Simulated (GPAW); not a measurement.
# CuSe (P4/nmm): the Cu K absorption edge, part 2 of 3

Aim: the dependence of the Cu K near-edge features of CuSe (P4/nmm) on volume.

GPAW 26.7.0; X-ray absorption from dipole matrix elements to empty bands, plane-wave PAW LDA.

So far. Step 2 (The field without a hole): The mesh shows no gap, so the system is treated as a metal and the core electron is put at the Fermi level (neutral cell).

### 4. Spectrum with XCH, Cu atom 3

The holes are 7.5 Å apart. In GPAW the data set carries the hole's charge, so charge=0 means a charged cell and charge=-1 a neutral one. The excited electron is kept in the cell, where it fills the lowest empty states and screens the hole. After the field has converged, empty bands are computed with the density fixed and the dipole matrix elements are summed.

The absorber has 4 Se at 2.41 Å (tetrahedral, site symmetry -4m2).

xas.py reads:

```python
import numpy as np
from ase import Atoms
from ase.parallel import parprint, paropen
from gpaw import GPAW, PW, FermiDirac, Mixer, MixerDif, setup_paths
from gpaw.test import gen
setup_paths.insert(0, '.')
gen('Cu', name='fch1s', xcname='LDA', corehole=(1, 0, 1), write_xml=True)
from gpaw.mpi import world
world.barrier()

atoms = Atoms('Se8Cu8',
    cell=[[0, 7.5491599, 0],
     [-7.5491599, 0, 0],
     [3.77457995, 3.77457995, 5.43834287]],
    scaled_positions=[[0.11149821, 0.13850179, 0.27700358],
     [0.11149821, 0.63850179, 0.27700358],
     [0.61149821, 0.13850179, 0.27700358],
     [0.61149821, 0.63850179, 0.27700358],
     [0.63850179, 0.11149821, 0.72299642],
     [0.63850179, 0.61149821, 0.72299642],
     [0.13850179, 0.11149821, 0.72299642],
     [0.13850179, 0.61149821, 0.72299642],
     [0.25, 0.75, 0],
     [0.25, 0.25, 0],
     [0.75, 0.75, 0],
     [0.75, 0.25, 0],
     [0, 0, 0],
     [0, 0.5, 0],
     [0.5, 0, 0],
     [0.5, 0.5, 0]],
    pbc=True)
atoms.calc = calc = GPAW(legacy_gpaw=True, mode=PW(430, force_complex_dtype=True), xc='LDA', setups={8: 'fch1s'},
    kpts={'size': (3, 3, 3), 'gamma': True}, occupations=FermiDirac(0.1),
    charge=-1, mixer=Mixer(0.1, 5, 50), maxiter=150,
    convergence={'density': 0.0001, 'eigenstates': 1e-6}, txt='scf.txt')
energy = atoms.get_potential_energy() + calc.get_reference_energy()
ef = calc.get_fermi_level()
out = dict(energy=energy, fermi=ef, forces=atoms.get_forces().tolist())
parprint(f'all-electron energy {energy:.4f} eV, Fermi level {ef:.4f} eV')
ev = np.array([[calc.get_eigenvalues(k, s) for k in range(len(calc.get_ibz_k_points()))] for s in range(calc.get_number_of_spins())])
out['homo'], out['lumo'], out['counts'] = ev[ev < ef].max(), ev[ev > ef].min(), sorted(set((ev < ef).sum((0, 2)).tolist()))
out['filled'] = (ev[:, 0] < ef).sum(1).tolist()

from ase.units import Ha
from gpaw.xas import dipole_matrix_elements
nb = int(calc.get_number_of_electrons() / 2) + 187
top, nb = nb, nb + 8 + nb // 12
nscf = calc.fixed_density(kpts={'size': (3, 3, 3), 'gamma': True}, nbands=nb,
    convergence={'bands': top, 'eigenstates': 1e-5}, maxiter=60, txt='nscf.txt')
cell = atoms.cell.array
ops = [cell.T @ U.T @ np.linalg.inv(cell.T) for U in nscf.wfs.kd.symmetry.op_scc]
E = np.arange(-6, 34, 0.1)
fwhm = np.interp(E, [4, 25], [1.55, 3.5])
Y, X, zero, highest = 0, 0, 1e9, 1e9
for spin in range(nscf.get_number_of_spins()):
    wfs = nscf.wfs
    A = dipole_matrix_elements(wfs.setups[8])
    eps = np.zeros((wfs.kd.nibzkpts, nb))
    d = np.zeros((3, A.shape[1], wfs.kd.nibzkpts, nb), complex)
    for kpt in wfs.kpt_u:
        if kpt.s == spin and 8 in kpt.P_ani:
            eps[kpt.k] = kpt.eps_n * Ha
            d[:, :, kpt.k] = (kpt.weight * wfs.nspins / 2) ** 0.5 * np.inner(A, kpt.P_ani[8])
    world.sum(eps)
    world.sum(d)
    T = np.einsum('amkn,bmkn->abkn', d, d.conj()).real
    T = sum(np.einsum('ai,ijkn,bj->abkn', R, T, R) for R in ops) / len(ops)
    empty = eps > ef
    zero, highest = min(zero, eps[empty].min()), min(highest, eps[:, top - 1].min())
    lines = [(eps, T, empty)] if spin == 0 else lines + [(eps, T, empty)]
for eps, T, empty in lines:
    f = np.einsum('aakn->akn', T).reshape(3, -1)
    x = eps.ravel() - zero
    w = np.interp(x, E, fwhm) / 2.35482
    g = np.exp(-0.5 * ((E[:, None] - x) / w) ** 2) / (w * (2 * np.pi) ** 0.5)
    Y = Y + (f * empty.ravel()) @ g.T
    X = X + (f * ~empty.ravel()) @ g.T
out.update(E=E.round(2).tolist(), xas=Y.tolist(), xes=X.tolist(), zero=zero, valid=highest - zero, nk=len(eps), nb=nb)
for i in range(0, len(E), 10):
    parprint(f'{E[i]:7.2f}', *(f'{v:10.3e}' for v in Y[:, i]))
import json
with paropen('out.json', 'w') as f:
    json.dump(out, f)
```

Run with:

```bash
$ OMP_NUM_THREADS=1 mpirun -n 4 gpaw python xas.py
```

Numbers of over 12 decimals in the logs are rounded to 6 here.

Output:

```text
Input parameters:
  charge: -1
  convergence: {density: 0.0001,
                eigenstates: 1e-06}
  kpts: {gamma: True,
         size: (3, 3, 3)}
  maxiter: 150
  mixer: {backend: pulay,
          beta: 0.1,
          method: separate,
          nmaxold: 5,
          weight: 50}
  mode: {ecut: 430.0,
         force_complex_dtype: True,
         name: pw}
  occupations: {fixmagmom: False,
                name: fermi-dirac,
                width: 0.1}
  setups: {8: fch1s}

Initialize ...

[... PAW data sets ...]

Reference energy: -878747.268758  # eV

Spin-paired calculation

[... convergence settings ...]
Symmetries present (total): 2
  [... symmetry matrices ...]

27 k-points: 3 x 3 x 3 Monkhorst-Pack grid
10 k-points in the irreducible part of the Brillouin zone
       k-points in crystal coordinates                weights
   0:     0.00000000    0.00000000    0.00000000          1/27
   1:     0.00000000    0.00000000    0.33333333          2/27
   2:     0.33333333   -0.33333333    0.00000000          4/27
   3:     0.33333333   -0.33333333    0.33333333          2/27
   4:     0.33333333    0.00000000   -0.33333333          4/27
   5:     0.33333333    0.00000000    0.00000000          4/27
   6:     0.33333333    0.00000000    0.33333333          4/27
   7:     0.33333333    0.33333333   -0.33333333          2/27
   8:     0.33333333    0.33333333    0.00000000          2/27
   9:     0.33333333    0.33333333    0.33333333          2/27

Wave functions: Plane wave expansion
  Cutoff energy: 430.000 eV
  Number of coefficients (min, max): 6247, 6297
  Pulay-stress correction: 0.000000 eV/Ang^3 (de/decut=0.000000)
  Using FFTW library
  Wavefunction extrapolation:
    Improved wavefunction reuse through dual PAW basis

Occupation numbers: Fermi-Dirac:
  width: 0.1000  # eV

Eigensolver
   Davidson(niter=2)

Densities:
  Coarse grid: 40*40*40 grid
  Fine grid: 80*80*80 grid
  Total Charge: 0.000000

Density mixing:
  Method: separate
  Backend: pulay
  Linear mixing parameter: 0.1
  old densities: 5
  Width of damping distribution: 1.1
  Damping of long wavelength oscillations: 50

[... Hamiltonian set-up ...]
Number of atoms: 16
Number of atomic orbitals: 104
Number of bands in calculation: 87
Number of valence electrons: 137
Bands to converge: occupied

... initialized

Initializing position-dependent things.

Density initialized from atomic densities
Creating initial wave functions:
  87 bands from LCAO basis set

                     Se       Se

                  Se        Se

               Se       Se

          Cu Se     CuSe
              Cu       Cu
        Cu       Cu
            Cu       Cu

Atomic positions and initial magnetic moments

Positions:
   0 Se     0.000000    1.887290    1.506440    ( 0.0000,  0.0000,  0.0000)
   1 Se    -3.774580    1.887290    1.506440    ( 0.0000,  0.0000,  0.0000)
   2 Se     0.000000    5.661870    1.506440    ( 0.0000,  0.0000,  0.0000)
   3 Se    -3.774580    5.661870    1.506440    ( 0.0000,  0.0000,  0.0000)
   4 Se     1.887290    7.549160    3.931902    ( 0.0000,  0.0000,  0.0000)
   5 Se    -1.887290    7.549160    3.931902    ( 0.0000,  0.0000,  0.0000)
   6 Se     1.887290    3.774580    3.931902    ( 0.0000,  0.0000,  0.0000)
[...]
13 Cu    -3.774580    0.000000    0.000000    ( 0.0000,  0.0000,  0.0000)
  14 Cu     0.000000    3.774580    0.000000    ( 0.0000,  0.0000,  0.0000)
  15 Cu    -3.774580    3.774580    0.000000    ( 0.0000,  0.0000,  0.0000)

Unit cell:
           periodic     x           y           z      points  spacing
  1. axis:    yes    0.000000    7.549160    0.000000    40     0.1550
  2. axis:    yes   -7.549160    0.000000    0.000000    40     0.1550
  3. axis:    yes    3.774580    3.774580    5.438343    40     0.1360

  Lengths:   7.549160   7.549160   7.620399
  Angles:  119.691234  60.308766  90.000000

Effective grid spacing dv^(1/3) = 0.1692

iter:   1   -94.826743
iter:   2   -84.642526   -0.47  -1.16
iter:   3   -80.046210   -0.69  -1.35
iter:   4   -79.504628   -2.16  -1.47
iter:   5   -79.148016   -1.89  -1.57
iter:   6   -79.164790   -1.85  -1.81
iter:   7   -79.419485   -1.65  -2.06
iter:   8   -78.989451   -2.51  -2.32
iter:   9   -78.963159   -3.11  -2.57
iter:  10   -78.969883c  -3.54  -2.62
iter:  11   -78.945839c  -3.20  -2.94
iter:  12   -78.946559c  -4.38  -3.14
iter:  13   -78.945315c  -4.61  -3.28
iter:  14   -78.945511c  -5.72  -3.69
iter:  15   -78.945493c  -6.35c -3.86
iter:  16   -78.945456c  -6.94c -3.93
iter:  17   -78.945447c  -6.66c -4.05c

Converged after 17 iterations.

Dipole moment: (23.716956, -24.045569, -0.000000) |e|*Ang

Energy contributions relative to reference atoms: (reference = -878747.268758)

Kinetic:        -17.907313
Potential:       -0.847003
External:        +0.000000
XC:             -60.550439
Entropy (-ST):   -0.351346
Local:           +0.534981
SIC:             +0.000000
--------------------------
Free energy:    -79.121120
Extrapolated:   -78.945447

Showing only first 2 kpts
 Kpt  Band  Eigenvalues  Occupancy
  0    66      5.32152    0.12982
  0    67      5.32152    0.12982
  0    68      5.35699    0.09285
  0    69      5.41911    0.05098

  1    66      5.18825    0.41670
  1    67      5.18825    0.41670
  1    68      5.22264    0.31449
[...]
Fermi level: 5.05476

No gap
No difference between direct/indirect transitions

Forces in eV/Ang:
  0 Se   -0.35371   -0.00000    0.11340
  1 Se    0.35371   -0.00000    0.11340
  2 Se    0.02025   -0.00000   -0.28317
  3 Se   -0.02025   -0.00000   -0.28317
  4 Se   -0.00000   -0.02025    0.28317
  5 Se   -0.00000    0.35371   -0.11340
  6 Se   -0.00000    0.02025    0.28317
[...]
13 Cu    0.14218   -0.14218   -0.00000
 14 Cu   -0.14218    0.14218    0.00000
 15 Cu    0.14218    0.14218    0.00000
Scalar-relativistic atomic LDA calculation for Cu (Copper, Z=29)
Core hole in 1s state (1s occupation: 1.0)
600 radial gridpoints.
|------------------------------------------------|
|------------------------------------------------|
[... the atom generator's iteration count ...]

Energy contributions:
-------------------------
Kinetic:    +1336.692400
XC:           -57.131451
Potential:  -2600.779951
-------------------------
Total:      -1321.219003

state      eigenvalue         ekin         rmax
-----------------------------------------------
1s^1.0 :  -337.058981   426.036309        0.034
2s^2.0 :   -41.859242    83.018235        0.193
2p^6.0 :   -37.118937    82.366106        0.153
3s^2.0 :    -4.941495    18.413630        0.596
3p^6.0 :    -3.402187    16.582998        0.594
3d^10.0:    -0.747943    11.230631        0.562
4s^1.0 :    -0.517664     1.791433        2.006
4p^0.0 :    -0.294182     1.077284        2.520
-----------------------------------------------
(units: Bohr and Hartree)

Generating PAW setup
Kinetic energy of the core from tauc = 1233.538363
Cutoffs:
rc(s)=2.200
rc(p)=2.200
rc(d)=2.000
rc(vbar)=1.800
rc(comp)=2.000
rc(nct)=2.200

Kinetic energy of the core states: 1222.594660
Charge: 1.0
Core electrons: 17.0
Valence electrons: 11.0
Pseudo-core charge: 0.267927
Shape function alpha=2.500
Pseudo-electron charge 3.306954
state    eigenvalue         norm
--------------------------------
4s(1) :    -0.517664     1.110086
*s    :     0.482336
4p(0) :    -0.294182     1.012069
*p    :     0.705818
3d(10):    -0.747943     0.192894
*d    :     0.252057
--------------------------------

Diagonalizing with gridspacing h=0.050

state   all-electron     PAW
-------------------------------
4s:      -0.517664    -0.517809
4p:      -0.294182    -0.294289
3d:      -0.747943    -0.748405
*f:                   -0.018700
-------------------------------
all-electron energy -878826.2142 eV, Fermi level 5.0548 eV
[...]
31.00  1.594e-07  1.594e-07  1.686e-07
  32.00  1.760e-07  1.760e-07  1.751e-07
  33.00  1.810e-07  1.810e-07  1.719e-07
```

Run time: 3.6 min. Hardware: 4 MPI ranks of Arm Neoverse V2, shared host; peak memory 0.45 GiB; 14 min of CPU time.

The Cu K spectrum, Cu atom 3, excited-electron core hole (neutral cell) (energy from the lowest empty level; intensity scaled to a mean of 1 over the first 20 eV; polarised curves are means over the symmetry-equivalent atoms):

```csv
E (eV),isotropic,ε ⊥ c,ε ∥ c
-2.0,0.00,0.00,0.00
-0.5,0.03,0.03,0.04
1.0,0.04,0.03,0.04
2.5,0.04,0.05,0.03
4.0,0.54,0.60,0.43
5.5,1.14,1.18,1.07
7.0,1.75,1.80,1.64
8.5,1.20,1.03,1.54
10.0,1.23,1.05,1.59
11.5,1.17,1.18,1.13
13.0,1.21,1.24,1.16
14.5,1.39,1.49,1.21
16.0,1.16,1.28,0.94
17.5,1.05,1.10,0.93
19.0,1.17,1.19,1.11
20.5,1.21,1.18,1.27
22.0,1.06,1.02,1.12
23.5,0.90,0.90,0.92
25.0,0.96,0.96,0.95
26.5,1.04,1.02,1.08
28.0,1.02,0.98,1.10
29.5,0.95,0.91,1.01
31.0,1.00,0.98,1.04
```

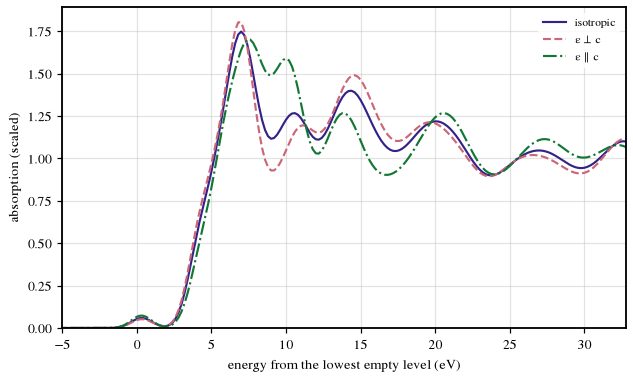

The Cu K edge, Cu atom 3, excited-electron core hole (neutral cell): main maxima at 7.0, 10.6 and 14.4 eV.

Main maxima below 30 eV (height): 7.0 eV (1.75), 10.6 eV (1.27), 14.4 eV (1.40), 20.0 eV (1.22) and 27.0 eV (1.05). A K edge sees empty p states on the absorber.

The total-energy difference is 8990.85 eV. One term is added: -29.79 eV, since the hole is spin-paired here and a spin-polarised one costs that much less in the free atom (computed apart). The photon energy is then 8961.06 eV. The tabulated edge of the element is 8979 eV. The functional leaves an error in such absolute values: in the free atom LDA prices this hole 18.3 eV below PBE (computed apart), and PBE is itself good to a few eV.

### 5. Reference energy of the supercell

The cell changes for the next run, so it gets a reference energy of its own.

The cell differs from the one that the last finished run ended in (a 7.549 → 7.316 Å, b 7.549 → 7.316 Å, c 7.620 → 7.385 Å).

scf.py reads:

```python
import numpy as np
from ase import Atoms
from ase.parallel import parprint, paropen
from gpaw import GPAW, PW, FermiDirac, Mixer, MixerDif, setup_paths
from gpaw.test import gen
setup_paths.insert(0, '.')
gen('Cu', name='nch1s', xcname='LDA', corehole=(1, 0, 0), write_xml=True)
from gpaw.mpi import world
world.barrier()

atoms = Atoms('Se8Cu8',
    cell=[[0, 7.31552932, 0],
     [-7.31552932, 0, 0],
     [3.65776466, 3.65776466, 5.27003762]],
    scaled_positions=[[0.11149821, 0.13850179, 0.27700358],
     [0.11149821, 0.63850179, 0.27700358],
     [0.61149821, 0.13850179, 0.27700358],
     [0.61149821, 0.63850179, 0.27700358],
     [0.63850179, 0.11149821, 0.72299642],
     [0.63850179, 0.61149821, 0.72299642],
     [0.13850179, 0.11149821, 0.72299642],
     [0.13850179, 0.61149821, 0.72299642],
     [0.25, 0.75, 0],
     [0.25, 0.25, 0],
     [0.75, 0.75, 0],
     [0.75, 0.25, 0],
     [0, 0, 0],
     [0, 0.5, 0],
     [0.5, 0, 0],
     [0.5, 0.5, 0]],
    pbc=True)
atoms.calc = calc = GPAW(legacy_gpaw=True, mode=PW(430, force_complex_dtype=True), xc='LDA', setups={8: 'nch1s'},
    kpts={'size': (3, 3, 3), 'gamma': True}, occupations=FermiDirac(0.1),
    charge=0, mixer=Mixer(0.1, 5, 50), maxiter=150,
    convergence={'density': 0.0001, 'eigenstates': 1e-6}, txt='scf.txt')
energy = atoms.get_potential_energy() + calc.get_reference_energy()
ef = calc.get_fermi_level()
out = dict(energy=energy, fermi=ef, forces=atoms.get_forces().tolist())
parprint(f'all-electron energy {energy:.4f} eV, Fermi level {ef:.4f} eV')
ev = np.array([[calc.get_eigenvalues(k, s) for k in range(len(calc.get_ibz_k_points()))] for s in range(calc.get_number_of_spins())])
out['homo'], out['lumo'], out['counts'] = ev[ev < ef].max(), ev[ev > ef].min(), sorted(set((ev < ef).sum((0, 2)).tolist()))
out['filled'] = (ev[:, 0] < ef).sum(1).tolist()
import json
with paropen('out.json', 'w') as f:
    json.dump(out, f)
```

Run with:

```bash
$ OMP_NUM_THREADS=1 mpirun -n 4 gpaw python scf.py
```

Output:

```text
Input parameters:
  convergence: {density: 0.0001,
                eigenstates: 1e-06}
  kpts: {gamma: True,
         size: (3, 3, 3)}
  maxiter: 150
  mixer: {backend: pulay,
          beta: 0.1,
          method: separate,
          nmaxold: 5,
          weight: 50}
  mode: {ecut: 430.0,
         force_complex_dtype: True,
         name: pw}
  occupations: {fixmagmom: False,
                name: fermi-dirac,
[...]
<dir> UserWarning: Initial realspace grid (35,35,36) inconsistent with symmetries.
  warnings.warn(
<dir> UserWarning: Initial realspace grid (35,35,36) inconsistent with symmetries.
  warnings.warn(
<dir> UserWarning: Using symmetrized grid: (36,36,36).

  warnings.warn('Using symmetrized grid: ({},{},{}).\n'.format(*N_c))
<dir> UserWarning: Using symmetrized grid: (36,36,36).

  warnings.warn('Using symmetrized grid: ({},{},{}).\n'.format(*N_c))
all-electron energy -887817.1433 eV, Fermi level 6.1626 eV
[key lines of the parts left out:]
Converged after 14 iterations.
Dipole moment: (24.589172, -24.589172, -0.000000) |e|*Ang
Free energy:    -71.159925
Fermi level: 6.16257
```

Run time: 38 s. Hardware: 4 MPI ranks; peak memory 0.27 GiB; 2.5 min of CPU time.

Reference energy: -887817.143 eV with the cores included.

### 6. Spectrum with XCH, Cu atom 3

Shorter bonds are expected to push antibonding states and scattering resonances up, and longer ones down; the cell is scaled to test that.

Changed against the first core-hole run: volume scale from 1 to 0.91.

Edit xas.py of step 4 so:

```diff
@@ -11,5 +11,5 @@
 atoms = Atoms('Se8Cu8',
-    cell=[[0, 7.5491599, 0],
-     [-7.5491599, 0, 0],
-     [3.77457995, 3.77457995, 5.43834287]],
+    cell=[[0, 7.31552932, 0],
+     [-7.31552932, 0, 0],
+     [3.65776466, 3.65776466, 5.27003762]],
     scaled_positions=[[0.11149821, 0.13850179, 0.27700358],
@@ -45,3 +45,3 @@
 from gpaw.xas import dipole_matrix_elements
-nb = int(calc.get_number_of_electrons() / 2) + 187
+nb = int(calc.get_number_of_electrons() / 2) + 170
 top, nb = nb, nb + 8 + nb // 12
```

Run with:

```bash
$ OMP_NUM_THREADS=1 mpirun -n 4 gpaw python xas.py
```

Output:

```text
Input parameters:
  charge: -1
  convergence: {density: 0.0001,
                eigenstates: 1e-06}
  kpts: {gamma: True,
         size: (3, 3, 3)}
  maxiter: 150
  mixer: {backend: pulay,
          beta: 0.1,
          method: separate,
          nmaxold: 5,
          weight: 50}
  mode: {ecut: 430.0,
         force_complex_dtype: True,
         name: pw}
  occupations: {fixmagmom: False,
[...]
warnings.warn(
<dir> UserWarning: Using symmetrized grid: (36,36,36).

  warnings.warn('Using symmetrized grid: ({},{},{}).\n'.format(*N_c))
<dir> UserWarning: Using symmetrized grid: (36,36,36).

  warnings.warn('Using symmetrized grid: ({},{},{}).\n'.format(*N_c))
all-electron energy -878825.9919 eV, Fermi level 6.2261 eV
[...]
32.00  1.514e-07  1.514e-07  1.637e-07
  33.00  1.705e-07  1.705e-07  1.756e-07
[key lines of the parts left out:]
Converged after 17 iterations.
Dipole moment: (24.352491, -24.685588, -0.000000) |e|*Ang
Free energy:    -78.876898
Fermi level: 6.22609
```

The job ended after 2.8 min (4 MPI ranks; peak memory 0.4 GiB).

```csv
E (eV),first run,this run
-2.0,0.00,0.00
-1.0,0.01,0.01
0.0,0.05,0.06
1.0,0.04,0.05
2.0,0.01,0.01
3.0,0.14,0.13
4.0,0.54,0.54
5.0,0.92,0.87
6.0,1.40,1.30
7.0,1.75,1.74
8.0,1.40,1.49
9.0,1.12,1.10
10.0,1.23,1.16
11.0,1.24,1.30
12.0,1.11,1.16
13.0,1.21,1.09
14.0,1.38,1.28
15.0,1.34,1.43
16.0,1.16,1.35
17.0,1.05,1.17
18.0,1.07,1.04
19.0,1.17,1.07
20.0,1.22,1.21
21.0,1.18,1.30
22.0,1.06,1.26
23.0,0.93,1.12
24.0,0.90,0.97
25.0,0.96,0.93
26.0,1.02,0.99
27.0,1.05,1.07
28.0,1.02,1.10
29.0,0.96,1.07
30.0,0.94,1.01
31.0,1.00,0.95
32.0,1.08,0.98
```

Against the first run the r.m.s. difference is 9 %. The highest intensity below 24 eV goes from 7.0 eV (1.75) to 7.2 eV (1.75).

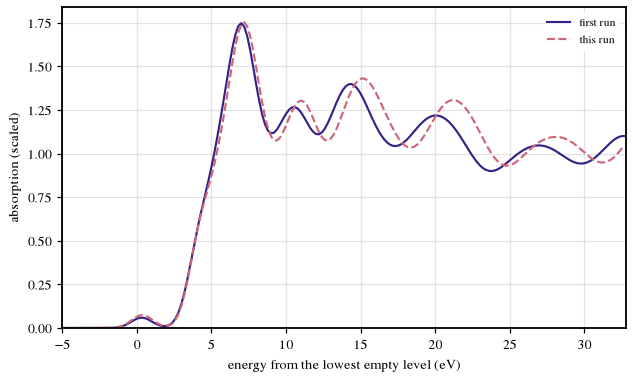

The effect of the change (volume scale from 1 to 0.91).

The photon energy of the zero moves by +0.30 eV.

### 7. Reference energy of the supercell

The cell changes for the next run, so it gets a reference energy of its own.

The cell differs from the one that the last finished run ended in (a 7.316 → 7.395 Å, b 7.316 → 7.395 Å, c 7.385 → 7.465 Å).

Edit scf.py of step 5 so:

```diff
@@ -11,5 +11,5 @@
 atoms = Atoms('Se8Cu8',
-    cell=[[0, 7.31552932, 0],
-     [-7.31552932, 0, 0],
-     [3.65776466, 3.65776466, 5.27003762]],
+    cell=[[0, 7.39505217, 0],
+     [-7.39505217, 0, 0],
+     [3.69752609, 3.69752609, 5.32732513]],
     scaled_positions=[[0.11149821, 0.13850179, 0.27700358],
```

Run with:

```bash
$ OMP_NUM_THREADS=1 mpirun -n 4 gpaw python scf.py
```

Output:

```text
Input parameters:
  convergence: {density: 0.0001,
                eigenstates: 1e-06}
  kpts: {gamma: True,
         size: (3, 3, 3)}
  maxiter: 150
  mixer: {backend: pulay,
          beta: 0.1,
          method: separate,
          nmaxold: 5,
          weight: 50}
  mode: {ecut: 430.0,
         force_complex_dtype: True,
         name: pw}
  occupations: {fixmagmom: False,
                name: fermi-dirac,
[...]
*s    :     0.821514
4p(0) :    -0.028757     1.001617
*p    :     0.971243
3d(10):    -0.195673     0.277238
*d    :     0.804327
--------------------------------

Diagonalizing with gridspacing h=0.050

state   all-electron     PAW
-------------------------------
4s:      -0.178486    -0.178572
4p:      -0.028757    -0.028678
3d:      -0.195673    -0.196155
*f:                    0.071609
-------------------------------
all-electron energy -887817.2924 eV, Fermi level 5.7478 eV
[key lines of the parts left out:]
Converged after 13 iterations.
Dipole moment: (24.378450, -24.378450, 0.000000) |e|*Ang
Free energy:    -71.316889
Fermi level: 5.74783
```

It took 52 s on 4 MPI ranks; peak memory 0.34 GiB; 3.5 min of CPU time.

Reference energy: -887817.292 eV with the cores included.

(Part 2 of 3 ends here.)

[Banner, clock and machine lines of the logs are left out without a mark of their own.]

[Logs are printed without paths, hosts, clocks, repeated set-up lines and the standing remarks that a program may print on its own settings, such as how far it seeks lower states.]

[Hosts, paths, dates, database ids (printed as entryN), source tags and the programs' standing remarks are cut or masked in the printed files.]

[Lists of maxima count a maximum above −3 eV only where it reaches 4 % of the highest in the window and stands out from its surroundings by 2 % of it (1.5 % where it reaches 55 %); shoulders and weaker maxima are passed over, and of the rest the first, up to two pre-edge ones and the few strongest are named.]
